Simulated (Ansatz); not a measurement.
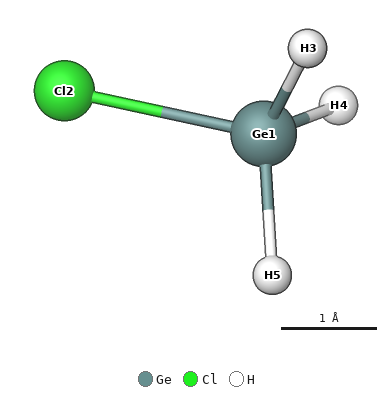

**Figure 1.** The input geometry (ball-and-stick view, seen at a tilt; atoms are numbered from 1 in the order of the input). Sticks mark near contacts. Bond lengths as drawn: Cl–Ge 2.18 Å and Ge–H 1.54 Å.

## Run report: GeH3Cl, molecular dynamics

- system: GeH3Cl
- method: RKS B3LYP/def2-SVP (Ansatz 0.2.0)

One setting was made poor on purpose. It belongs to a series of runs on one base structure; here: dynamics from the start. Figures and captions count atoms from 1; the log counts them from 0 in places.

## Input
```yaml
crystal:
  periodic: [false, false, false]
  atoms:
    - { symbol: Ge, position_ang: [0.000341, 0.0, -0.023355] }
    - { symbol: Cl, position_ang: [9.8e-05, 0.0, 2.158029] }
    - { symbol: H, position_ang: [1.466669, 0.0, -0.487588] }
    - { symbol: H, position_ang: [-0.732754, 1.269829, -0.487843] }
    - { symbol: H, position_ang: [-0.732754, -1.269829, -0.487843] }
basis:
  gaussian: { orbitals: def2-SVP }
hamiltonian:
  xc: b3lyp
md:
  timestep: 4.0
  n_steps: 40
  ensemble: nve
  temperature: 1000.0
  initial_velocities: maxwell_boltzmann
  seed: 154876
```

Run on 1 thread of Arm Neoverse V1, 24 GiB of memory available, shared host.

Command:
```bash
ansatz run input.yaml --threads 1 --pin off --max-ram 2048MiB --backend cpu --events-out ev --progress --plain --runs-dir out
```

## The program's output
```
Engine: ansatz 0.2.0, aarch64-unknown-linux-gnu
Functional definition: B3LYP
  parameter a0 = 0.2
  parameter ax = 0.72
  parameter ac = 0.81
  exchange = (1 - a0 - ax)*slater_x + ax*b88_x + a0*exact_x
  correlation = (1 - ac)*vwn_rpa_c + ac*lyp_c
681 factors; integrals over basis functions are off by at most 3.6e-4 eV
mean field evaluation 1: about -69080.7115 eV, gradient 1.9e1 eV
mean field evaluation 2: about -69080.7069 eV, gradient 2.0e1 eV
mean field evaluation 4: about -69081.2188 eV, gradient 3.6e-1 eV
mean field evaluation 8: about -69081.2239 eV, gradient 1.6e-2 eV
mean field -69081.22391861 eV, -2538.6881540736 hartree, gradient 4.7e-5 eV, S^2 0.000000; 0 other end points of the search recorded, 0 dependent functions left out
the calculation of the forces begins
reference -69081.22412418 eV, -2538.6881616280 hartree; 26, 26 occupied and 39, 39 virtual orbitals, 681 factors
md step     0: t =     0.00 fs  T =  1000.0 K  F+E_penalty+E_count = -69081.22391861 eV  E_kin = 0.387780 eV  conserved = -69080.83613861 eV  (25 SCF iters)
these checks for a lower state are left out or cut short: starts, cluster_reference, orbital_swaps, neighbouring_geometries, increment
681 factors; integrals over basis functions are off by at most 3.9e-4 eV
mean field evaluation 16: about -69080.6123 eV, gradient 1.8e-1 eV
mean field -69080.61722816 eV, -2538.6658586108 hartree, gradient 2.3e-5 eV, S^2 0.000000; 0 other end points of the search recorded, 0 dependent functions left out
[... from here on the field's lines of each further geometry are left out, up to the last ...]
md step     1: t =     4.00 fs  T =   186.6 K  F+E_penalty+E_count = -69080.61722816 eV  E_kin = 0.072357 eV  conserved = -69080.54487083 eV  (26 SCF iters)
md step     2: t =     8.00 fs  T =   841.3 K  F+E_penalty+E_count = -69081.06047542 eV  E_kin = 0.326255 eV  conserved = -69080.73422027 eV  (25 SCF iters)
md step     3: t =    12.00 fs  T =   582.4 K  F+E_penalty+E_count = -69079.96455292 eV  E_kin = 0.225832 eV  conserved = -69079.73872123 eV  (24 SCF iters)
md step     4: t =    16.00 fs  T =  3056.3 K  F+E_penalty+E_count = -69079.38853460 eV  E_kin = 1.185164 eV  conserved = -69078.20337064 eV  (29 SCF iters)
md step     5: t =    20.00 fs  T =   283.6 K  F+E_penalty+E_count = -69078.30689065 eV  E_kin = 0.109992 eV  conserved = -69078.19689875 eV  (24 SCF iters)
md step     6: t =    24.00 fs  T =  3809.4 K  F+E_penalty+E_count = -69079.83404546 eV  E_kin = 1.477227 eV  conserved = -69078.35681843 eV  (27 SCF iters)
md step     7: t =    28.00 fs  T = 15318.2 K  F+E_penalty+E_count = -69076.80168867 eV  E_kin = 5.940099 eV  conserved = -69070.86158997 eV  (25 SCF iters)
md step     8: t =    32.00 fs  T = 85823.2 K  F+E_penalty+E_count = -69075.56488910 eV  E_kin = 33.280502 eV  conserved = -69042.28438735 eV  (57 SCF iters)
md step     9: t =    36.00 fs  T = 85939.1 K  F+E_penalty+E_count = -69074.20904630 eV  E_kin = 33.325467 eV  conserved = -69040.88357947 eV  (38 SCF iters)
md step    10: t =    40.00 fs  T = 83051.4 K  F+E_penalty+E_count = -69073.18256469 eV  E_kin = 32.205682 eV  conserved = -69040.97688257 eV  (33 SCF iters)
md step    11: t =    44.00 fs  T = 82000.0 K  F+E_penalty+E_count = -69072.79115083 eV  E_kin = 31.797945 eV  conserved = -69040.99320578 eV  (34 SCF iters)
md step    12: t =    48.00 fs  T = 81666.7 K  F+E_penalty+E_count = -69072.67788052 eV  E_kin = 31.668698 eV  conserved = -69041.00918293 eV  (33 SCF iters)
md step    13: t =    52.00 fs  T = 81518.6 K  F+E_penalty+E_count = -69072.61582259 eV  E_kin = 31.611269 eV  conserved = -69041.00455405 eV  (33 SCF iters)
md step    14: t =    56.00 fs  T = 81504.2 K  F+E_penalty+E_count = -69072.62410777 eV  E_kin = 31.605691 eV  conserved = -69041.01841636 eV  (34 SCF iters)
md step    15: t =    60.00 fs  T = 81501.4 K  F+E_penalty+E_count = -69072.61140189 eV  E_kin = 31.604623 eV  conserved = -69041.00677898 eV  (33 SCF iters)
md step    16: t =    64.00 fs  T = 81680.1 K  F+E_penalty+E_count = -69072.68354810 eV  E_kin = 31.673918 eV  conserved = -69041.00962979 eV  (59 SCF iters)
md step    17: t =    68.00 fs  T = 82097.5 K  F+E_penalty+E_count = -69072.82885494 eV  E_kin = 31.835758 eV  conserved = -69040.99309701 eV  (33 SCF iters)
md step    18: t =    72.00 fs  T = 83340.2 K  F+E_penalty+E_count = -69073.28816075 eV  E_kin = 32.317673 eV  conserved = -69040.97048797 eV  (33 SCF iters)
md step    19: t =    76.00 fs  T = 86463.6 K  F+E_penalty+E_count = -69074.50040955 eV  E_kin = 33.528857 eV  conserved = -69040.97155212 eV  (33 SCF iters)
md step    20: t =    80.00 fs  T = 98897.8 K  F+E_penalty+E_count = -69069.73353515 eV  E_kin = 38.350578 eV  conserved = -69031.38295741 eV  (58 SCF iters)
md step    21: t =    84.00 fs  T = 204272.8 K  F+E_penalty+E_count = -69072.01380733 eV  E_kin = 79.212891 eV  conserved = -68992.80091610 eV  (45 SCF iters)
md step    22: t =    88.00 fs  T = 204267.1 K  F+E_penalty+E_count = -69072.04134099 eV  E_kin = 79.210702 eV  conserved = -68992.83063875 eV  (129 SCF iters)
md step    23: t =    92.00 fs  T = 203912.6 K  F+E_penalty+E_count = -69071.87104355 eV  E_kin = 79.073224 eV  conserved = -68992.79781909 eV  (55 SCF iters)
md step    24: t =    96.00 fs  T = 204532.0 K  F+E_penalty+E_count = -69072.16360230 eV  E_kin = 79.313414 eV  conserved = -68992.85018801 eV  (40 SCF iters)
md step    25: t =   100.00 fs  T = 204427.5 K  F+E_penalty+E_count = -69072.01364115 eV  E_kin = 79.272898 eV  conserved = -68992.74074288 eV  (49 SCF iters)
md step    26: t =   104.00 fs  T = 204554.0 K  F+E_penalty+E_count = -69072.18100492 eV  E_kin = 79.321960 eV  conserved = -68992.85904499 eV  (33 SCF iters)
md step    27: t =   108.00 fs  T = 203800.8 K  F+E_penalty+E_count = -69071.82599318 eV  E_kin = 79.029865 eV  conserved = -68992.79612819 eV  (38 SCF iters)
md step    28: t =   112.00 fs  T = 204176.6 K  F+E_penalty+E_count = -69072.01443985 eV  E_kin = 79.175613 eV  conserved = -68992.83882733 eV  (34 SCF iters)
md step    29: t =   116.00 fs  T = 203904.9 K  F+E_penalty+E_count = -69071.83438952 eV  E_kin = 79.070231 eV  conserved = -68992.76415852 eV  (32 SCF iters)
md step    30: t =   120.00 fs  T = 204549.1 K  F+E_penalty+E_count = -69072.24121276 eV  E_kin = 79.320051 eV  conserved = -68992.92116199 eV  (32 SCF iters)
md step    31: t =   124.00 fs  T = 204159.1 K  F+E_penalty+E_count = -69072.03228776 eV  E_kin = 79.168813 eV  conserved = -68992.86347457 eV  (33 SCF iters)
md step    32: t =   128.00 fs  T = 204469.0 K  F+E_penalty+E_count = -69072.19616208 eV  E_kin = 79.288990 eV  conserved = -68992.90717202 eV  (30 SCF iters)
md step    33: t =   132.00 fs  T = 203937.9 K  F+E_penalty+E_count = -69071.94067698 eV  E_kin = 79.083056 eV  conserved = -68992.85762098 eV  (37 SCF iters)
md step    34: t =   136.00 fs  T = 204067.6 K  F+E_penalty+E_count = -69072.14346605 eV  E_kin = 79.133325 eV  conserved = -68993.01014127 eV  (32 SCF iters)
md step    35: t =   140.00 fs  T = 203821.7 K  F+E_penalty+E_count = -69071.99423510 eV  E_kin = 79.037984 eV  conserved = -68992.95625123 eV  (31 SCF iters)
md step    36: t =   144.00 fs  T = 204088.4 K  F+E_penalty+E_count = -69072.11830553 eV  E_kin = 79.141384 eV  conserved = -68992.97692134 eV  (27 SCF iters)
md step    37: t =   148.00 fs  T = 204158.9 K  F+E_penalty+E_count = -69072.16205705 eV  E_kin = 79.168738 eV  conserved = -68992.99331915 eV  (32 SCF iters)
md step    38: t =   152.00 fs  T = 204109.9 K  F+E_penalty+E_count = -69072.19679444 eV  E_kin = 79.149743 eV  conserved = -68993.04705157 eV  (31 SCF iters)
md step    39: t =   156.00 fs  T = 203792.8 K  F+E_penalty+E_count = -69072.02286518 eV  E_kin = 79.026761 eV  conserved = -68992.99610425 eV  (31 SCF iters)
the calculation of the forces begins
reference -69072.03060948 eV, -2538.3503061945 hartree; 26, 26 occupied and 39, 39 virtual orbitals, 663 factors
663 factors; integrals over basis functions are off by at most 3.7e-4 eV
mean field -69072.03012747 eV, -2538.3502884810 hartree, gradient 3.5e-5 eV, S^2 0.000000; 3 other end points of the search recorded, 0 dependent functions left out
the calculation of the forces begins
reference -69072.03060948 eV, -2538.3503061945 hartree; 26, 26 occupied and 39, 39 virtual orbitals, 663 factors
md step    40: t =   160.00 fs  T = 203792.0 K  F+E_penalty+E_count = -69072.03012747 eV  E_kin = 79.026454 eV  conserved = -68993.00367338 eV  (59 SCF iters)
```

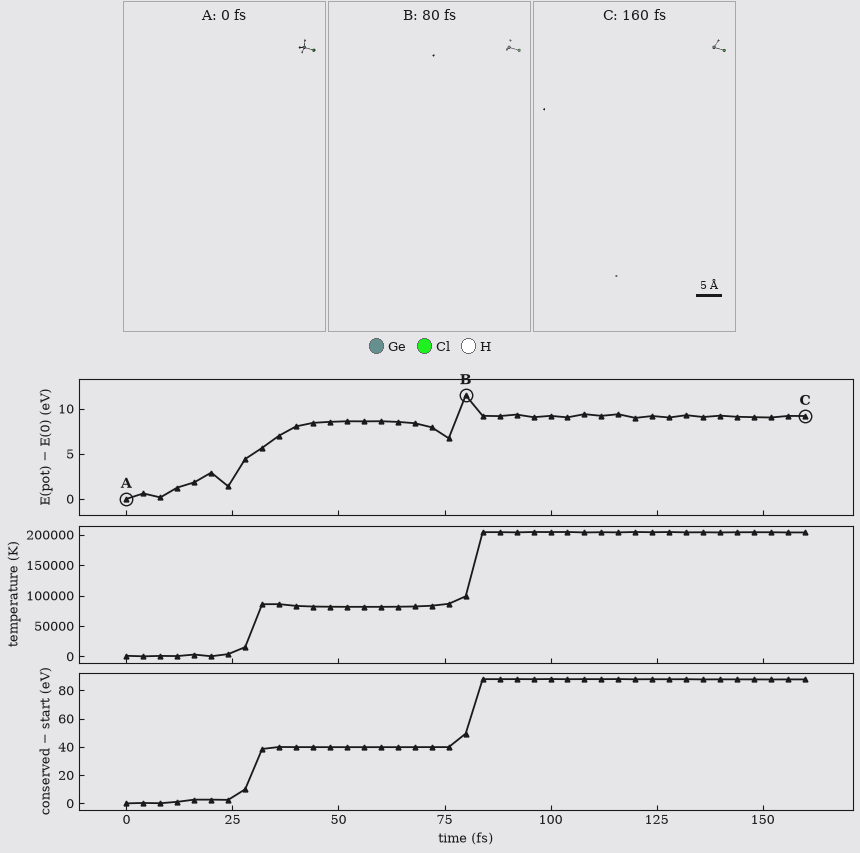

**Figure 2.** Frames of the molecular dynamics (ball-and-stick, seen at a tilt) above the curves, on which the letters mark them. The trajectory kept here has 41 frames over 160 fs. The temperature starts at 1000 K, ranges from 187 to 204554 K and averages 199128 K over the second half. The potential energy ends 9.194 eV above its first value. The conserved quantity stays within 88 eV. After an unweighted best fit of the last frame on the first, the root-mean-square displacement is 54.22 Å, and H5 has moved furthest (90.85 Å).

```
Total energy: -69072.03060948 eV, -2538.3503061945 hartree
Atom 0 at    -0.206006     0.910054     0.476419 Å, force    -0.527554     0.508119     2.328067 eV/Å
Atom 1 at    -0.001139     0.000814     2.608919 Å, force     0.167460    -0.085508    -1.063284 eV/Å
Atom 2 at    71.288948    14.575597   -27.008301 Å, force    -0.000047    -0.000034    -0.000002 eV/Å
Atom 3 at    -0.930413     2.134825     1.423303 Å, force     0.360096    -0.422611    -1.264783 eV/Å
Atom 4 at   -55.445825   -82.311685   -27.745986 Å, force     0.000045     0.000033     0.000002 eV/Å
Dipole moment:    -0.016548     0.148228    -0.520769 e Å
```

## Trajectory as extended XYZ (Å, eV, eV/Å), 18 of the 41 frames kept, from step=0 to step=40
```
5
Properties=species:S:1:pos:R:3:forces:R:3 step=0 time_fs=0.0 energy=-69081.22392 temperature=1000.0
Ge    0.0003    0.0000   -0.0234    0.0000   0.0000   0.0007
Cl    0.0001    0.0000    2.1580    0.0000   0.0000  -0.0005
H     1.4667    0.0000   -0.4876    0.0003   0.0000  -0.0001
H    -0.7328    1.2698   -0.4878   -0.0001   0.0002  -0.0001
H    -0.7328   -1.2698   -0.4878   -0.0001  -0.0002  -0.0001
5
Properties=species:S:1:pos:R:3:forces:R:3 step=2 time_fs=8.0 energy=-69081.06048 temperature=841.3
Ge   -0.0062    0.0022   -0.0185    1.6405  -0.7508  -1.1051
Cl    0.0037   -0.0021    2.1562   -0.1356   0.0906  -0.0912
H     1.5488   -0.0063   -0.5364   -1.1297  -0.0282   0.5780
H    -0.5805    1.2763   -0.6516   -0.3744   0.0401   0.2579
H    -0.6226   -1.3506   -0.5581   -0.0009   0.6484   0.3604
5
Properties=species:S:1:pos:R:3:forces:R:3 step=5 time_fs=20.0 energy=-69078.30689 temperature=283.6
Ge   -0.0098    0.0071   -0.0151    1.4282  -2.0645  -1.8689
Cl    0.0043   -0.0022    2.1515   -0.1600   0.0928  -0.0332
H     2.1905   -0.0292   -0.5538   -2.8822   0.0610   0.5800
H    -0.7227    1.3108   -0.6218    0.3403  -0.6755   0.4038
H    -0.8850   -1.7171   -0.6554    1.2736   2.5861   0.9184
5
Properties=species:S:1:pos:R:3:forces:R:3 step=7 time_fs=28.0 energy=-69076.80169 temperature=15318.2
Ge    0.0007   -0.0049   -0.0238    8.2185  19.7264   7.7167
Cl    0.0012   -0.0004    2.1483   -0.0370   0.0258   0.4674
H     1.3290   -0.0067   -0.3316    4.1791   0.2968  -1.2246
H    -0.8330    1.2358   -0.4398    0.4217   0.0973  -0.0406
H    -0.5563   -0.8669   -0.3213  -12.7823 -20.1462  -6.9189
5
Properties=species:S:1:pos:R:3:forces:R:3 step=9 time_fs=36.0 energy=-69074.20905 temperature=85939.1
Ge    0.0380    0.0619    0.0023    2.6430  -0.9035  -0.9672
Cl   -0.0027    0.0013    2.1502    0.0173   0.0159   0.4772
H     2.1503    0.1188   -0.6827   -2.2996   0.0526   0.7313
H    -0.8279    1.2626   -0.3464   -0.3790   0.8082  -0.2498
H    -3.9407   -5.8849   -2.0085    0.0183   0.0268   0.0085
5
Properties=species:S:1:pos:R:3:forces:R:3 step=12 time_fs=48.0 energy=-69072.67788 temperature=81666.7
Ge    0.0972    0.1573    0.0319    0.4314   0.2689  -1.1378
Cl   -0.0094    0.0043    2.1695   -0.1008   0.0527   0.7078
H     3.1290    0.3300   -1.1048   -0.5526  -0.0240   0.2084
H    -0.8403    1.4774   -0.2389    0.2192  -0.3011   0.2206
H    -8.9318  -13.2898   -4.5017    0.0028   0.0035   0.0010
5
Properties=species:S:1:pos:R:3:forces:R:3 step=14 time_fs=56.0 energy=-69072.62411 temperature=81504.2
Ge    0.1436    0.2217    0.0395    0.4803  -0.0323  -0.3962
Cl   -0.0158    0.0075    2.1973    0.0298  -0.1049   0.3525
H     3.2534    0.4559   -1.1921   -0.4292  -0.0279   0.1720
H    -0.7627    1.5285   -0.0209   -0.0823   0.1632  -0.1289
H   -12.2565  -18.2228   -6.1629    0.0015   0.0019   0.0005
5
Properties=species:S:1:pos:R:3:forces:R:3 step=16 time_fs=64.0 energy=-69072.68355 temperature=81680.1
Ge    0.1940    0.2863    0.0440    0.1130   0.5181   0.2480
Cl   -0.0217    0.0090    2.2310    0.1609  -0.1638  -0.1706
H     3.1060    0.5641   -1.1701   -0.5556  -0.0464   0.2452
H    -0.7151    1.6477    0.1127    0.2808  -0.3091  -0.3229
H   -15.5802  -23.1546   -7.8237    0.0009   0.0012   0.0004
5
Properties=species:S:1:pos:R:3:forces:R:3 step=19 time_fs=76.0 energy=-69074.50041 temperature=86463.6
Ge    0.2767    0.3863    0.0540    1.0440   1.0904  -0.1612
Cl   -0.0248    0.0070    2.2732    0.4473   0.0358  -0.8795
H     2.0643    0.6536   -0.7564   -1.9797  -0.3469   1.2089
H    -0.5321    1.8188   -0.0163    0.4878  -0.7800  -0.1685
H   -20.5648  -30.5510  -10.3144    0.0005   0.0008   0.0003
5
Properties=species:S:1:pos:R:3:forces:R:3 step=21 time_fs=84.0 energy=-69072.01381 temperature=204272.8
Ge    0.2799    0.4472    0.0882    1.5863  -3.0434   0.4540
Cl   -0.0185    0.0061    2.2825   -0.1581   0.5576  -0.6011
H     4.7394    1.3115   -1.6773   -0.0349  -0.0081   0.0131
H    -0.3413    1.7313   -0.2281   -1.3937   2.4934   0.1340
H   -23.8874  -35.4813  -11.9747    0.0004   0.0005   0.0001
5
Properties=species:S:1:pos:R:3:forces:R:3 step=24 time_fs=96.0 energy=-69072.16360 temperature=204532.0
Ge    0.2023    0.5103    0.1775   -0.0800   0.6833  -1.2390
Cl   -0.0106    0.0185    2.2794   -0.2515   0.2245   0.6001
H    15.2478    3.4064   -5.6768   -0.0002  -0.0002  -0.0001
H    -0.5488    2.0496   -0.0610    0.3316  -0.9078   0.6389
H   -28.8708  -42.8761  -14.4650    0.0002   0.0002   0.0000
5
Properties=species:S:1:pos:R:3:forces:R:3 step=26 time_fs=104.0 energy=-69072.18101 temperature=204554.0
Ge    0.1528    0.5532    0.2249   -0.6327   1.4885  -0.6337
Cl   -0.0102    0.0318    2.2874    0.0484  -0.5987   1.2415
H    22.2532    4.8028   -8.3432   -0.0002  -0.0002   0.0000
H    -0.6775    2.0276    0.5717    0.5844  -0.8898  -0.6078
H   -32.1930  -47.8058  -16.1252    0.0002   0.0002   0.0000
5
Properties=species:S:1:pos:R:3:forces:R:3 step=28 time_fs=112.0 energy=-69072.01444 temperature=204176.6
Ge    0.1020    0.6007    0.2665   -0.8556   1.7438  -0.2141
Cl   -0.0094    0.0356    2.3163    0.2530  -1.0500   1.4651
H    29.2585    6.1991  -11.0097   -0.0001  -0.0001   0.0000
H    -0.7379    1.9990    0.8789    0.6027  -0.6938  -1.2510
H   -35.5150  -52.7353  -17.7853    0.0001   0.0001   0.0000
5
Properties=species:S:1:pos:R:3:forces:R:3 step=31 time_fs=124.0 energy=-69072.03229 temperature=204159.1
Ge    0.0233    0.6813    0.3186   -0.8857   1.7134   0.0247
Cl   -0.0016    0.0126    2.4023   -0.0146  -0.0501   0.2285
H    39.7663    8.2934  -15.0093   -0.0001  -0.0001   0.0000
H    -0.8609    2.3053    0.5949    0.9003  -1.6632  -0.2533
H   -40.4979  -60.1296  -20.2755    0.0001   0.0001   0.0000
5
Properties=species:S:1:pos:R:3:forces:R:3 step=33 time_fs=132.0 energy=-69071.94068 temperature=203937.9
Ge   -0.0330    0.7436    0.3496    1.7944  -3.3920  -0.4372
Cl    0.0040   -0.0069    2.4692   -0.2517   0.5960  -0.3141
H    46.7714    9.6895  -17.6758   -0.0001  -0.0001   0.0000
H    -0.6848    2.0331    0.3286   -1.5427   2.7960   0.7513
H   -43.8197  -65.0590  -21.9356    0.0001   0.0001   0.0000
5
Properties=species:S:1:pos:R:3:forces:R:3 step=35 time_fs=140.0 energy=-69071.99424 temperature=203821.7
Ge   -0.0820    0.7924    0.3783   -0.4528   0.7689   0.4696
Cl    0.0057   -0.0170    2.5306   -0.2040   0.6649  -0.8710
H    53.7765   11.0856  -20.3422   -0.0001  -0.0001   0.0000
H    -0.8965    2.4078    0.4329    0.6568  -1.4338   0.4013
H   -47.1415  -69.9884  -23.5957    0.0001   0.0000   0.0000
5
Properties=species:S:1:pos:R:3:forces:R:3 step=38 time_fs=152.0 energy=-69072.19679 temperature=204109.9
Ge   -0.1574    0.8671    0.4290    0.2546  -0.8430   1.2823
Cl    0.0020   -0.0111    2.5930    0.0081   0.2968  -1.2198
H    64.2840   13.1796  -24.3419   -0.0001   0.0000   0.0000
H    -0.8571    2.1136    1.0718   -0.2627   0.5462  -0.0625
H   -52.1241  -77.3824  -26.0859    0.0001   0.0000   0.0000
5
Properties=species:S:1:pos:R:3:forces:R:3 step=40 time_fs=160.0 energy=-69072.03013 temperature=203792.0
Ge   -0.2060    0.9101    0.4764   -0.5276   0.5081   2.3281
Cl   -0.0011    0.0008    2.6089    0.1675  -0.0855  -1.0633
H    71.2889   14.5756  -27.0083    0.0000   0.0000   0.0000
H    -0.9304    2.1348    1.4233    0.3601  -0.4226  -1.2648
H   -55.4458  -82.3117  -27.7460    0.0000   0.0000   0.0000
```

## Summary

| quantity | value |
| --- | --- |
| outcome | finished |
| mean temperature over the second half | 199128 K |
| trajectory | 40 steps, 160 fs |
| ensemble | nve |
| temperature in the input | 1000.0 K |
| time step | 4.0 fs |
| potential energy (last step) | −69072.0306 eV |
| mean-field energy (last step) | −69072.0306 eV |
| largest force (length of the vector) (last step) | 2.441 eV/Å |
| wall time | 75 s |
| peak memory | 0.12 GiB |

## Notes

A deliberately poor setting: time step. So short a trajectory is not equilibrated. The integration failed: the conserved energy drifts or the temperature runs away, so the later frames and the averages aren't results; the time step is too long for this system.
